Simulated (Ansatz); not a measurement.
# Al(110) / 6.0 Å vacuum / Al(110): a missing point of the current-voltage curve

Four biases are known. What current density flows at 1.5 V?

How it was computed: Ansatz 0.2.0, plane waves with PAW datasets, PBE; a slab with two metal leads whose outer parts are reservoirs, with density and current solved under bias (Landauer, 300 K). Both electrodes are alike, so the curve is odd in V.

Results; the value marked ? is to be predicted:

| bias (V) | drop between the leads' cuts (V) | current density (A/m²) |
| --- | --- | --- |
| 0.3 | 0.297 | 3.17×10¹² |
| 0.6 | 0.594 | 5.68×10¹² |
| 1 | 0.991 | 9.72×10¹² |
| 1.5 | 1.49 | ? |
| 2 | 1.98 | 2.20×10¹³ |

**Estimate by hand.**

An odd curve starts as J = aV + bV³. Least squares on the four rows gives a = 9.41×10¹² A/(m² V) and b = 3.97×10¹¹ A/(m² V³), so at 1.5 V: 9.41×10¹² × 1.5 + 3.97×10¹¹ × 3.375. Predicted: 1.55×10¹³ A/m².

**The withheld run.**

1.65×10¹³ A/m², so the prediction is 6.1 % too low. The fit misses the rows shown by up to 11 %, and the cubic term makes 14 % of the current at 2 V, too little against the scatter to be read. The conductance at 0 V, 2.21×10¹³ S/m², is 2.4 times a: either the curve has structure at low bias that two terms miss, or narrow levels at zero bias are poorly sampled.

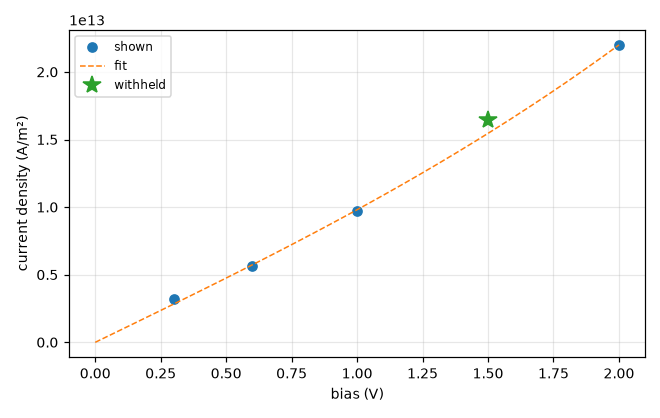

Current density against bias.

**Limits.** On every other k-point the currents of these runs, at any bias, move by up to 15 %. Atoms are frozen on ideal sites at every bias.
